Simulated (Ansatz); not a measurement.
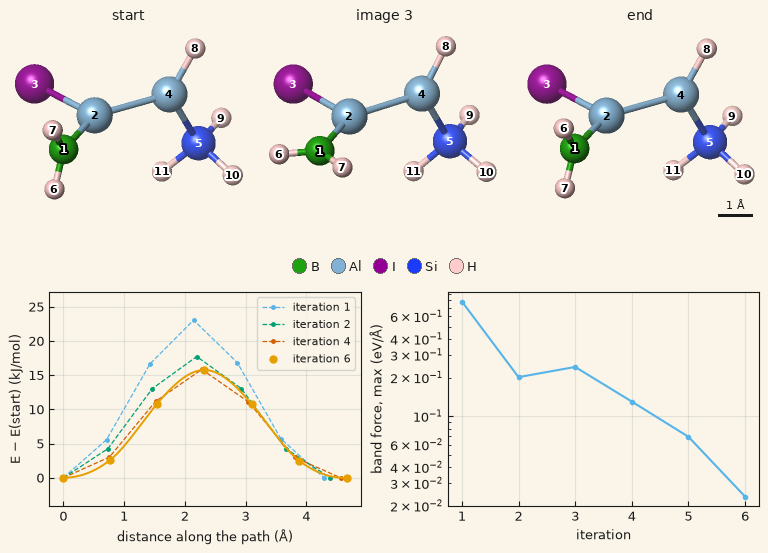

NEB run on Al2BSiH6I. Images are numbered from 0 (start) to 6 (end). The plot follows the band through its iterations. The picture is a ball-and-stick view, seen from a free direction.

Method: RKS B3LYP-D4/def2-SVP in Ansatz 0.2.0. Set-up: 5 movable images; climbing image; force threshold 0.03 eV/Å; iteration limit 60; starting path by image-dependent pair potential.

Q: Did the band converge, and can the barrier be trusted?

A: The result is final at these settings. The band converged in 6 iterations. The largest component of the band force went from 0.78 to 0.024 eV/Å. The climbing image converged on the top of the path. Its vibrational analysis gives one imaginary mode (209i cm⁻¹), as a transition state must have. The first iteration put the highest image at 23.1 kJ/mol. The two ends have the same energy, and the highest point, image 3, lies 15.8 kJ/mol above the start.

Cost: 2.1 min on 2 threads of Intel(R) Xeon(R) Platinum 8488C (Sapphire Rapids), on a shared host, peak memory 0.36 GiB.
